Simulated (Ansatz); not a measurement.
**C2H3ClF2: how energies converge with the basis set**

Aim: see how fast density functionals converge with the basis set for C2H3ClF2.

Method: one geometry, several basis sets; program: Ansatz 0.2.0, Gaussian basis.

Plan: PBE0-D4/def2-SVP; ωB97M-V/def2-SVP; PBE0-D4/def2-QZVPP; ωB97M-V/def2-QZVPP; the functionals' def2-TZVPP values are taken from earlier runs.

## Step 1: Structure used throughout

The geometry comes from an earlier relaxation with PBE0-D4 in a triple-zeta def2 set; it is a stationary point, not always the lowest conformer.

8 atoms, charge 0, spin multiplicity 1.

Atoms are counted from 1 here; the program's logs count them from 0.

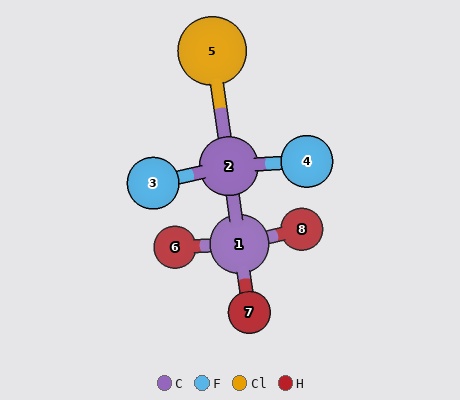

The geometry (carbon purple, fluorine blue, chlorine amber, hydrogen red); atoms are numbered from 1 in the order of the file.

Coordinates:

```xyz
8
C2H3ClF2
C    -0.58048   -0.31282    0.47018
C     0.53663    0.17264   -0.40285
F     1.72551    0.00724    0.19948
F     0.58381   -0.51818   -1.55356
Cl    0.36444    1.89859   -0.80801
H    -0.58964    0.24986    1.40195
H    -0.41682   -1.37104    0.68071
H    -1.53124   -0.18338   -0.04380
```

## Step 2: PBE0-D4 in def2-SVP

in.yaml

```yaml
crystal:
  periodic: [false, false, false]
  atoms:
    - {symbol: C, position_ang: [-0.580477, -0.312824, 0.470182]}
    - {symbol: C, position_ang: [0.536630, 0.172637, -0.402853]}
    - {symbol: F, position_ang: [1.725505, 0.007235, 0.199479]}
    - {symbol: F, position_ang: [0.583813, -0.518182, -1.553560]}
    - {symbol: Cl, position_ang: [0.364437, 1.898593, -0.808009]}
    - {symbol: H, position_ang: [-0.589641, 0.249859, 1.401950]}
    - {symbol: H, position_ang: [-0.416823, -1.371037, 0.680705]}
    - {symbol: H, position_ang: [-1.531245, -0.183380, -0.043795]}
basis:
  gaussian: {orbitals: def2-SVP}
hamiltonian: {xc: pbe0, dispersion: d4}
output: {orbitals: {seedname: orbitals}}
```

Run with:

```bash
> ansatz run in.yaml --threads 4 --pin off --events-out ev --progress --plain --max-ram 10444MiB
```

The runs that follow: ωB97M-V in def2-SVP; PBE0-D4 in def2-QZVPP; ωB97M-V in def2-QZVPP.

Before running them: what should the planned runs give, taken together? Wanted: PBE0-D4: double and triple zeta above quadruple; ωB97M-V: double and triple zeta above quadruple.

The runs gave:

| quantity | value |
| --- | --- |
| PBE0-D4: double and triple zeta above quadruple | 14.10, 0.76 eV |
| ωB97M-V: double and triple zeta above quadruple | 14.26, 0.72 eV |

**Reading.** PBE0-D4 gains 13.34 eV from double to triple zeta, then 0.76 eV more. These are total energies; as a rule much of such shifts cancels in differences, which this series doesn't test. The LUMO of ωB97M-V is positive and keeps falling with the basis (3.50 to 1.93 eV): an unbound level that the basis holds in place.
